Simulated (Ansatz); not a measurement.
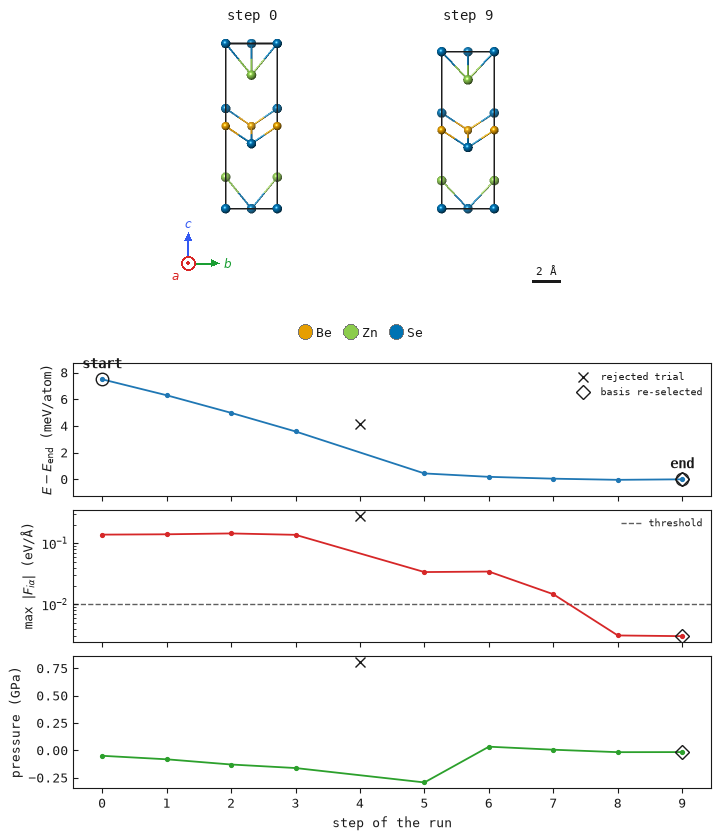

First and last geometry of a relaxation of solid BeZnSe2 (a generated structure, set up in P4/nmm), with the history of the run. A ball-and-stick model of the cell of the calculation, seen along the a axis.

These are results of Ansatz 0.2.0, DFT PBE, scalar-relativistic, plane waves, PAW, not measurements. Set-up: plane-wave cutoff 420 eV; k-point mesh 10 × 10 × 4; occupations gaussian; smearing width 0.1 eV; no spin polarisation; cell and atoms relaxed; force threshold 0.01 eV/Å; at most 80 steps.

Question: Did the run converge, and what did it change?

Answer: It converged. Over 7 accepted moves (9 points after the start) the energy falls by 7.5 meV per atom. The largest force component goes from 0.14 to 0.003 eV/Å. Pressure: −0.05 GPa at the start and −0.02 GPa at the end. The line search rejected the trial step at point 4 of the run. At 1 point the geometry stayed and the basis and grid were re-selected for the new cell (energy shift of less than 0.05 meV per atom at most each time). The largest moves relative to the cell, 0.14 Å, are those of Zn atoms. Largest moves by element: Zn 0.14 Å, Se 0.04 Å. Be stays in place. Cell: a = b 3.812 → 3.888 Å (+2.0 %), c 12.204 → 11.598 Å (−5.0 %). Volume −1.1 %. Some distances before and after: Se–Zn 3.012 → 2.845 Å, Se–Se 2.695 → 2.749 Å, Be–Se 2.307 → 2.323 Å. Among the angles between lasting bonds that change: Se–Zn–Se 78.5° → 86.2°, Se–Be–Se 111.4° → 113.6°, Be–Se–Be 111.4° → 113.6°. The space group stays P4/nmm (No. 129).
